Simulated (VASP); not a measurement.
Band structure of SiC (zinc blende). These are optB86b-vdW, VASP's PBE PAW potentials (set 64) (plane waves; VASP) values and carry that method's errors.

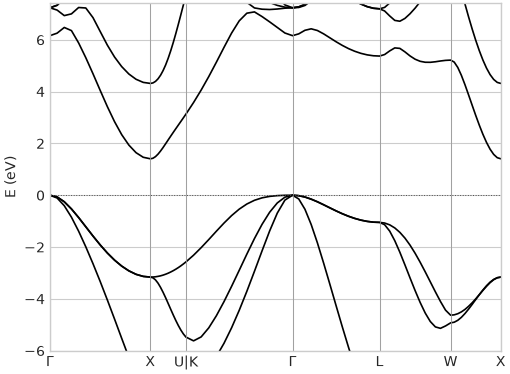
Bands along high-symmetry lines, zero at the valence-band maximum or, without a gap, the Fermi level

Task: Read the plot: is there a gap, and where are the band edges?

Result: The gap is indirect, 1.41 eV, from the valence maximum at Γ to the conduction minimum at X. (Edges off the drawn lines would not show.)

Measured: gap 2.53 eV (computed value off by -1.12 eV), as given by Wei Chen et al., Physical Review Materials (2018), doi:10.1103/physrevmaterials.2.073803 [zero-point renormalisation of 0.11 eV added back (the table's ZPR column)].

The compound is SiC in the zinc blende structure. It was relaxed first.
